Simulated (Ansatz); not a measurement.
# SiH₅ (doublet): correlated methods under varied settings at distance H1–H2 along a hydrogen transfer = 1.207 Å

Aim: run SiH₅ (doublet) at one geometry under a spread of methods and options, and see what each costs and gives.

Method: the settings change from run to run; program: Ansatz 0.2.0, Gaussian basis.

6 further runs of the same task are left out: 1 for a mislabelled method, 4 that didn't finish, 1 set aside as unsound or not needed.

### 1 The system

The geometry derives from fragments relaxed apart (PBE0/def2-TZVP) and kept rigid, so it is no stationary point. A hydrogen atom is moved between rigid fragments.

6 atoms, charge 0, spin multiplicity 2.

Atoms are counted from 1 here; the program's logs count them from 0.

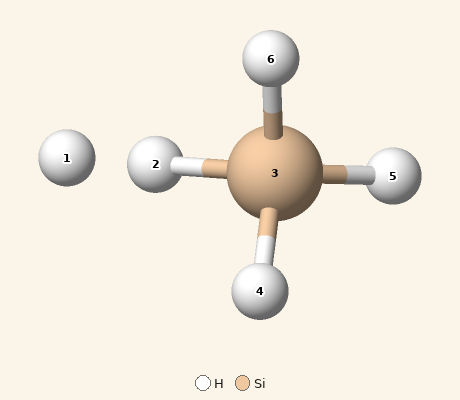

The geometry (hydrogen white, silicon light orange); atoms are numbered from 1 in the order of the file.

### 2 NEVPT2(3,2)/cc-pVDZ

File in.yaml:

```yaml
crystal:
  periodic: [false, false, false]
  atoms:
    - {symbol: H, position_ang: [-2.737457, 0.000000, -0.000002]}
    - {symbol: H, position_ang: [-1.530457, 0.000000, -0.000001]}
    - {symbol: Si, position_ang: [0.094543, 0.000000, 0.000000]}
    - {symbol: H, position_ang: [0.544517, -1.416253, 0.000000]}
    - {symbol: H, position_ang: [0.544517, 0.708126, -1.226511]}
    - {symbol: H, position_ang: [0.544516, 0.708127, 1.226511]}
basis:
  gaussian: {orbitals: cc-pVDZ, point_charges: [{charge: -0.50, position_ang: [4.478, 0.554, -0.326]}]}
magnetization: {spin_polarized: false, initial_magnetization: 1}
correlation: {method: sc_nevpt2, electrons: outside_noble_gas, active_space: {window: {electrons: 3, orbitals: 2}}}
```

Started as:

```sh
$ ansatz run in.yaml --threads 1 --pin off --events-out ev --progress --plain --max-ram 2393MiB
```

The program printed:

```text
Functional definition: HF
  name "HF"
  cite "Fock, Z. Phys. 61, 126 (1930) doi:10.1007/BF01340294"
  parent pbe
  exchange = exact_x
  correlation = 0
399 factors; integrals over basis functions are off by at most 1.1e-3 eV
mean field evaluation 1: about -7937.0693 eV, gradient 9.8e0 eV
mean field evaluation 2: about -7937.0883 eV, gradient 9.8e0 eV
mean field evaluation 4: about -7938.0212 eV, gradient 1.2e0 eV
mean field evaluation 8: about -7938.0654 eV, gradient 1.5e-1 eV
mean field -7938.06586952 eV, -291.7185400904 hartree, gradient 4.0e-6 eV, S^2 0.750000; 0 other end points of the search recorded, 0 dependent functions left out
reference -7938.06586952 eV, -291.7185400904 hartree; 10, 9 occupied and 33, 34 virtual orbitals, 399 factors
state -7938.06586952 eV, -291.7185400904 hartree
state -7938.06586952 eV, -291.7185400904 hartree; corrected -7941.46566377 eV, -291.8434802249 hartree
WARN: 1 active orbitals are nearly empty or full. The corrections depend on them more than the energy does, and are more stable in an active space without them
Total energy: -7941.46566377 eV, -291.8434802249 hartree
```

It took 0.57 s on 1 thread of Arm Neoverse V1, shared host.

From the report: 2 determinants; active occupations 2.00, 1.00. The report marks this result as in doubt.

### 3 BCCD(T) on UHF/def2-SVP

in.yaml: that of step 2 with these lines changed.

```diff
@@ -10,4 +10,4 @@
 basis:
-  gaussian: {orbitals: cc-pVDZ, point_charges: [{charge: -0.50, position_ang: [4.478, 0.554, -0.326]}]}
-magnetization: {spin_polarized: false, initial_magnetization: 1}
-correlation: {method: sc_nevpt2, electrons: outside_noble_gas, active_space: {window: {electrons: 3, orbitals: 2}}}
+  gaussian: {orbitals: def2-SVP}
+magnetization: {spin_polarized: true, initial_magnetization: 1}
+correlation: {method: bccd_t, electrons: outside_noble_gas}
```

Launched as before.

The program printed, cut to the lines that bear on the results:

```text
Functional definition: HF
  name "HF"
  cite "Fock, Z. Phys. 61, 126 (1930) doi:10.1007/BF01340294"
  parent pbe
[...]
431 factors; integrals over basis functions are off by at most 1.2e-3 eV
[...]
mean field -7935.69588813 eV, -291.6314448809 hartree, gradient 3.2e-6 eV, S^2 0.770868; 0 other end points of the search recorded, 0 dependent functions left out
5 core orbitals not correlated: weight in the atoms' cores, before any rotation towards them, 1.000 or more for the frozen orbitals, at most 0.000 for the correlated occupied ones
reference -7935.69588813 eV, -291.6314448809 hartree; 5, 4 occupied and 33, 34 virtual orbitals, 431 factors
second order -3.31050346 eV of doubles, -0.00000000 eV of singles
cycle   1  -3.95767645 eV  change   -6.5e-1 eV  update   5.9e-2
[...]
cycle  10  -4.20864873 eV  change   -6.5e-6 eV  update   5.3e-6
perturbative correction -0.08237044 eV, -0.0030270577 hartree
Total energy: -7939.98690730 eV, -291.7891369268 hartree
```

Wall time 1.1 s (1 thread of Arm Neoverse V1, shared host).

From the report: ⟨S²⟩ of the determinant 0.771 (pure doublet: 0.75); correlation -4.2910 eV; largest double amplitude 0.04.

### 4 CCSDT(Q)/B on ROHF/STO-3G

in.yaml: that of step 3 with these lines changed.

```diff
@@ -10,4 +10,4 @@
 basis:
-  gaussian: {orbitals: def2-SVP}
-magnetization: {spin_polarized: true, initial_magnetization: 1}
-correlation: {method: bccd_t, electrons: outside_noble_gas}
+  gaussian: {orbitals: STO-3G}
+magnetization: {spin_polarized: false, initial_magnetization: 1}
+correlation: {method: ccsdt_q_b, electrons: outside_noble_gas, diis_vectors: 4}
```

Launched as before.

The program printed, cut to the lines that bear on the results:

```text
Functional definition: HF
  name "HF"
  cite "Fock, Z. Phys. 61, 126 (1930) doi:10.1007/BF01340294"
  parent pbe
[...]
220 factors; integrals over basis functions are off by at most 3.9e-8 eV
[...]
mean field -7846.17534979 eV, -288.3416257760 hartree, gradient 3.4e-7 eV, S^2 0.750000; 0 other end points of the search recorded, 0 dependent functions left out
5 core orbitals not correlated: weight in the atoms' cores, before any rotation towards them, 1.000 or more for the frozen orbitals, at most 0.000 for the correlated occupied ones
reference -7846.17534979 eV, -288.3416257760 hartree; 5, 4 occupied and 4, 5 virtual orbitals, 220 factors
second order -1.36480253 eV of doubles, -0.05856224 eV of singles
cycle   1  -1.91241606 eV  change   -4.9e-1 eV  update   6.3e-2
[...]
cycle  14  -2.25860393 eV  change    7.0e-7 eV  update   2.1e-7
perturbative correction -0.00051201 eV, -0.0000188160 hartree
Total energy: -7848.43446573 eV, -288.4246467555 hartree
```

It took 1.8 s on 1 thread of Arm Neoverse V1, shared host.

From the report: correlation -2.2591 eV; T1 0.025; largest double amplitude 0.11.

### 5 CISD/6-31G*

in.yaml: that of step 4 with these lines changed.

```diff
@@ -10,4 +10,5 @@
 basis:
-  gaussian: {orbitals: STO-3G}
+  gaussian: {orbitals: "6-31G*", point_charges: [{charge: -1.00, position_ang: [4.443, -0.956, 0.397]}]}
 magnetization: {spin_polarized: false, initial_magnetization: 1}
-correlation: {method: ccsdt_q_b, electrons: outside_noble_gas, diis_vectors: 4}
+correlation: {active_space: {ras: {orbitals: [9, 1, 19], electrons: 19, max_holes: 2, max_particles: 2}, fixed_orbitals: true}}
+output: {forces: true}
```

Same command.

The program printed, cut to the lines that bear on the results:

```text
Functional definition: HF
  name "HF"
  cite "Fock, Z. Phys. 61, 126 (1930) doi:10.1007/BF01340294"
  parent pbe
[...]
325 factors; integrals over basis functions are off by at most 8.4e-4 eV
[...]
mean field -7937.60675376 eV, -291.7016678975 hartree, gradient 1.5e-6 eV, S^2 0.750000; 0 other end points of the search recorded, 0 dependent functions left out
reference -7937.60675376 eV, -291.7016678975 hartree; 10, 9 occupied and 19, 20 virtual orbitals, 325 factors
state -7940.88668482 eV, -291.8222031409 hartree
[...]
Total energy: -7940.88668482 eV, -291.8222031409 hartree
Atom 0 at    -2.737457     0.000000    -0.000002 Å, force    -0.354873    -0.000887     0.000163 eV/Å
Atom 1 at    -1.530457     0.000000    -0.000001 Å, force     0.860284     0.039216    -0.014616 eV/Å
Atom 2 at     0.094543     0.000000     0.000000 Å, force    -0.224519    -0.195595     0.075912 eV/Å
Atom 3 at     0.544517    -1.416253     0.000000 Å, force    -0.074980     0.066109    -0.014645 eV/Å
Atom 4 at     0.544517     0.708126    -1.226511 Å, force    -0.053049     0.034359    -0.008771 eV/Å
Atom 5 at     0.544516     0.708127     1.226511 Å, force    -0.062183     0.030703    -0.027055 eV/Å
Dipole moment:     0.348079    -0.036122     0.013611 e Å
```

Wall time 8 s (1 thread of Arm Neoverse V1, shared host).

From the report: 75,953 determinants.

### 6 The runs in one table

 † marks a result that the program doubts.

```tsv
level	correlated	functions	energy (eV)	time
NEVPT2(3,2)/cc-pVDZ (beside a point charge) †	outside noble gas	43	-7941.4657	0.57 s
BCCD(T) on UHF/def2-SVP	outside noble gas	43	-7939.9869	1.1 s
CCSDT(Q)/B on ROHF/STO-3G	outside noble gas	14	-7848.4345	1.8 s
CISD/6-31G* (beside a point charge)	all	29	-7940.8867	8 s
```

### 7 What came out

```
quantity                                                  value
    runs                                                      4
quickest  NEVPT2(3,2)/cc-pVDZ (beside a point charge) †, 0.57 s
 slowest               CISD/6-31G* (beside a point charge), 8 s
```

In words: Total energies in different bases, with other cores or another treatment of relativity can't be set against each other. CISD/6-31G* (beside a point charge) took 14 times as long as NEVPT2(3,2)/cc-pVDZ (beside a point charge) †; the jobs differ in more than the method.
